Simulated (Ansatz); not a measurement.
# CO: the cost of one run

Method: DFT PBE+D3(BJ), plane waves, PAW, scalar-relativistic, no spin polarisation, in Ansatz 0.2.0.

## 1. Starting point

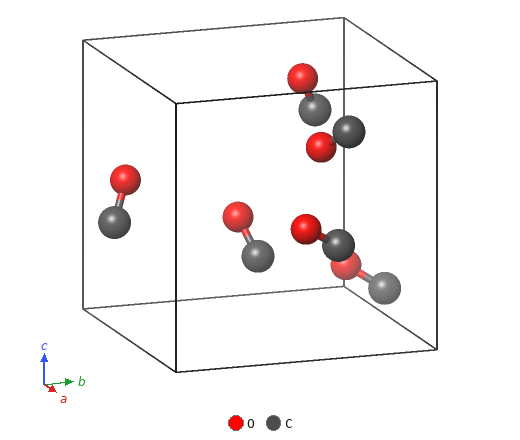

The starting structure, seen slightly off an axis (oxygen red, carbon dark grey). Each atom of the cell is drawn once.

Coordinates:

```xyz
12
Lattice="7.0339 0.0000 0.0000 0.0000 7.0339 0.0000 0.0000 0.0000 7.0339" Properties=species:S:1:pos:R:3 pbc="T T T"
O     5.9839    3.6899    3.0670
C     5.7223    4.6576    2.5028
O     0.3494   -0.2609    0.5486
C     0.8730    0.5948   -0.0144
O     2.7660    4.7437    6.1629
C     2.3497    5.2247    5.2045
O     1.6682    3.3926    2.3943
C     2.3142    3.7012    1.4940
O     1.7524    0.3300    3.6424
C     2.1591   -0.1097    2.6603
O     4.6684    4.5647    4.8292
C     5.5650    4.9948    5.4073
```

## 2. Preparing the start

input.yaml reads:

```yaml
crystal:
  lattice:
    - [7.03385, 0.0, 0.0]
    - [0.0, 7.03385, 0.0]
    - [0.0, 0.0, 7.03385]
  atoms:
    - { symbol: O, position: [0.8507302, 0.5245882, 0.4360393] }
    - { symbol: C, position: [0.8135387, 0.6621678, 0.3558203] }
    - { symbol: O, position: [0.0496741, -0.0370885, 0.0779903] }
    - { symbol: C, position: [0.1241211, 0.0845622, -0.0020423] }
    - { symbol: O, position: [0.3932356, 0.6744055, 0.8761794] }
    - { symbol: C, position: [0.3340586, 0.7427925, 0.7399158] }
    - { symbol: O, position: [0.2371644, 0.4823252, 0.3404035] }
    - { symbol: C, position: [0.3290113, 0.526202, 0.2123979] }
    - { symbol: O, position: [0.2491369, 0.0469222, 0.5178403] }
    - { symbol: C, position: [0.3069644, -0.0155916, 0.3782177] }
    - { symbol: O, position: [0.6637059, 0.6489557, 0.6865602] }
    - { symbol: C, position: [0.7911805, 0.7101097, 0.7687604] }
basis:
  ecutwfc: 420.0
kpoints:
  mp_grid: { grid: [1, 1, 1] }
hamiltonian:
  xc: pbe
  dispersion: d3bj
scf:
  occupations: { method: fermi_dirac, width: 0.02 }
  lower_state_search: "off"
relax:
  f_tol: 0.3
  max_steps: 15
  adjacent_minimum: "off"
```

On the command line:

```console
$ ansatz run input.yaml --threads 1 --pin off --max-ram 3072MiB --backend cpu --events-out ev --progress --plain --runs-dir out
```

What time and memory should one allow on 1 thread of Arm Neoverse V1, shared host?

About 28 s, with a peak of 0.36 GiB.
